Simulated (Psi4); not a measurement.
**HF/3-21G run of SiCl3F (trichlorofluorosilane)**

What is the energy change on altering one bond length of SiCl3F (trichlorofluorosilane) at HF/3-21G? 

Program for the calculation: Psi4 1.11.

### Step 1. The molecule

SiCl3F: 5 atoms, total charge 0, spin state singlet. As SMILES, `F[Si](Cl)(Cl)Cl`. The coordinates come from a PBE0-D4/def2-TZVP relaxation.

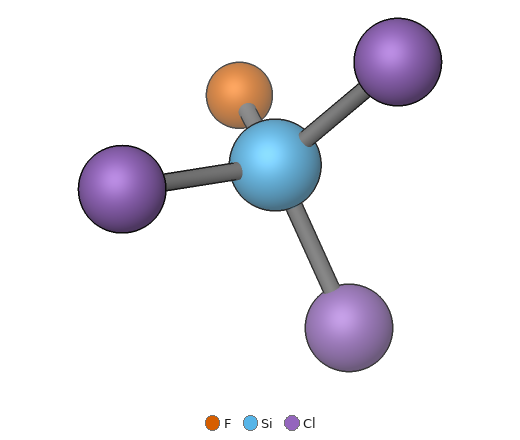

The structure, seen from a chosen angle (fluorine orange, silicon blue, chlorine purple).

### Step 2. Energy and gradient at HF/3-21G

Input file input.dat:

```
memory 2200 MB

molecule {
  0 1
  F
  Si 1 r2
  Cl 2 r3 1 a3
  Cl 2 r4 1 a4 3 d4
  Cl 2 r5 1 a5 4 d5

  r2 = 1.574944
  r3 = 2.014371
  a3 = 108.35847
  r4 = 2.014363
  a4 = 108.35813
  d4 = -119.99811
  r5 = 2.014369
  a5 = 108.35754
  d5 = -120.00038
  symmetry c1
  no_reorient
  no_com
}

set {
  reference     rhf
  puream        true
  e_convergence 1e-09
  d_convergence 1e-08
  scf_type      pk
}

e_tot, wfn = gradient("scf/3-21G", return_wfn=True)
print_variables()
```

Run with:

```sh
$ psi4 -n 1 input.dat output.dat
```

output.dat:

```text
[...]
  Running in c1 symmetry.
[...]
  Nuclear repulsion =  451.587217540802158
[...]
  Multiplicity = 1
[...]
  Nalpha       = 37
  Nbeta        = 37
[...]
    Number of basis functions: 61
[...]
   @RHF iter   1: -1758.27393179622459    6.00966e-02   6.09344e-03 DIIS/ADIIS
[...]
   @RHF iter  10: -1758.35953080472746   -6.13909e-12   3.43728e-09 DIIS
[...]
    Orbital Energies [Eh]
    ---------------------
    Doubly Occupied:
       1A   -104.158985     2A   -104.158831     3A   -104.158830
       4A    -68.528184     5A    -26.228344     6A    -10.556606
       7A    -10.556071     8A    -10.556069     9A     -8.019377
      10A     -8.019376    11A     -8.019198    12A     -8.014836
      13A     -8.014819    14A     -8.014819    15A     -8.014770
      16A     -8.014558    17A     -8.014558    18A     -6.333251
      19A     -4.429877    20A     -4.429877    21A     -4.428150
      22A     -1.656607    23A     -1.216656    24A     -1.163283
      25A     -1.163280    26A     -0.807761    27A     -0.726053
      28A     -0.726053    29A     -0.688800    30A     -0.597221
      31A     -0.597219    32A     -0.550233    33A     -0.533680
      34A     -0.533678    35A     -0.513161    36A     -0.513160
[...]
  @RHF Final Energy: -1758.35953080472746
   => Energetics <=
    Nuclear Repulsion Energy =            451.5872175408021576
    One-Electron Energy =               -3333.5719248685336424
    Two-Electron Energy =                1123.6251765230040291
    Total Energy =                      -1758.3595308047274557
[...]
 Multipole Moments:
 ------------------------------------------------------------------------------------
     Multipole            Electronic (a.u.)      Nuclear  (a.u.)        Total (a.u.)
 ------------------------------------------------------------------------------------
 L = 1.  Multiply by 2.5417464519 to convert [e a0] to [Debye]
 Dipole X            :          0.0000355            0.0000033            0.0000388
 Dipole Y            :          0.0000096            0.0000006            0.0000103
 Dipole Z            :         -0.5927465            0.6280936            0.0353471
 Magnitude           :                                                    0.0353472
[...]
  -Total Gradient:
     Atom            X                  Y                   Z
    ------   -----------------  -----------------  -----------------
       1       -0.000000161624     0.000000660408     0.036727076773
       2       -0.000001402208     0.000002115192     0.004929806087
       3       -0.000002573513     0.043191260404    -0.013884951609
       4        0.037408576631    -0.021598218343    -0.013886349665
       5       -0.037404439273    -0.021595817687    -0.013885581587
[...]
```

It took 2.7 s on 1 thread of Intel Xeon 6975P-C (Granite Rapids), shared host; peak memory 0.21 GiB.

### Step 3. The distorted shape: a single-point energy at HF/3-21G

Input file calc.in:

```
memory 2200 MB

molecule {
  0 1
  F
  Si 1 r2
  Cl 2 r3 1 a3
  Cl 2 r4 1 a4 3 d4
  Cl 2 r5 1 a5 3 d5

  r2 = 1.574944
  r3 = 2.014371
  a3 = 108.35847
  r4 = 4.4316
  a4 = 108.35813
  d4 = -119.99812
  r5 = 2.014369
  a5 = 108.35754
  d5 = 120.00151
  units angstrom
  symmetry c1
  no_reorient
  no_com
}

set {
  basis 3-21G
  reference rhf
  puream true
  e_convergence 1e-09
  d_convergence 1e-08
  scf_type pk
}

energy_value, wavefunction = energy("scf", return_wfn=True)
```

Run with:

```sh
$ psi4 calc.in calc.out -n 1
```

calc.out:

```text
[...]
  Running in c1 symmetry.
[...]
  Nuclear repulsion =  369.002650802619144
[...]
  Multiplicity = 1
[...]
  Nalpha       = 37
  Nbeta        = 37
[...]
    Number of basis functions: 61
[...]
   @RHF iter   1: -1757.95300162603462   -2.99822e-01   7.67485e-03 ADIIS/DIIS
[...]
   @RHF iter  17: -1758.14890524958355   -1.00044e-11   6.62149e-09 DIIS
[...]
    Orbital Energies [Eh]
    ---------------------
    Doubly Occupied:
       1A   -104.213901     2A   -104.213854     3A   -104.039405
       4A    -68.584331     5A    -26.275413     6A    -10.610707
       7A    -10.610541     8A    -10.427167     9A     -8.073604
      10A     -8.073471    11A     -8.068952    12A     -8.068871
      13A     -8.068715    14A     -8.068648    15A     -7.890422
      16A     -7.888045    17A     -7.888044    18A     -6.383325
      19A     -4.480118    20A     -4.478768    21A     -4.476785
      22A     -1.701258    23A     -1.247162    24A     -1.210423
      25A     -0.971143    26A     -0.847083    27A     -0.768390
      28A     -0.760536    29A     -0.712562    30A     -0.622414
      31A     -0.600259    32A     -0.587998    33A     -0.566628
      34A     -0.556814    35A     -0.390196    36A     -0.390190
[...]
  @RHF Final Energy: -1758.14890524958355
   => Energetics <=
    Nuclear Repulsion Energy =            369.0026508026191436
    One-Electron Energy =               -3168.0079009684045559
    Two-Electron Energy =                1040.8563449162020333
    Total Energy =                      -1758.1489052495835494
[...]
 Multipole Moments:
 ------------------------------------------------------------------------------------
     Multipole            Electronic (a.u.)      Nuclear  (a.u.)        Total (a.u.)
 ------------------------------------------------------------------------------------
 L = 1.  Multiply by 2.5417464519 to convert [e a0] to [Debye]
 Dipole X            :          2.4303178            0.1409872            2.5713050
 Dipole Y            :         -1.4030359           -0.0813904           -1.4844262
 Dipole Z            :         -1.3802091            0.5740723           -0.8061368
 Magnitude           :                                                    3.0765219
[...]
```

It took 2 s on 1 thread of Intel Xeon 6975P-C (Granite Rapids), shared host; peak memory 0.21 GiB.

### Step 4. Outcome

Level: HF/3-21G.

```
                                                           quantity           value
                                          first shape: total energy  -1758.35953 Eh
                                         first shape: dipole moment          0.09 D
                                           first shape: HOMO energy       -13.73 eV
                                           first shape: LUMO energy         2.43 eV
                                         first shape: HOMO–LUMO gap        16.16 eV
                              first shape: largest force on an atom      2.333 eV/Å
                                      distorted shape: total energy  -1758.14891 Eh
                                     distorted shape: dipole moment          7.82 D
                                       distorted shape: HOMO energy        -9.02 eV
                                       distorted shape: LUMO energy        -4.62 eV
                                     distorted shape: HOMO–LUMO gap         4.40 eV
energy change with the Si2–Cl4 bond stretched from 2.014 to 4.432 Å        5.731 eV
```

What this shows: One bond (distorted shape) is far stretched, which a spin-restricted single reference describes badly; a broken-symmetry solution may lie lower. With the Si2–Cl4 bond stretched from 2.014 to 4.432 Å the energy rises by 5.73 eV (132 kcal/mol). The first shape isn't relaxed at this level, so the change isn't measured from a minimum. A restricted reference can't describe the breaking bond well at this length. The largest force (first shape) is 2.33 eV/Å: the shape isn't a stationary point for this species at this level.
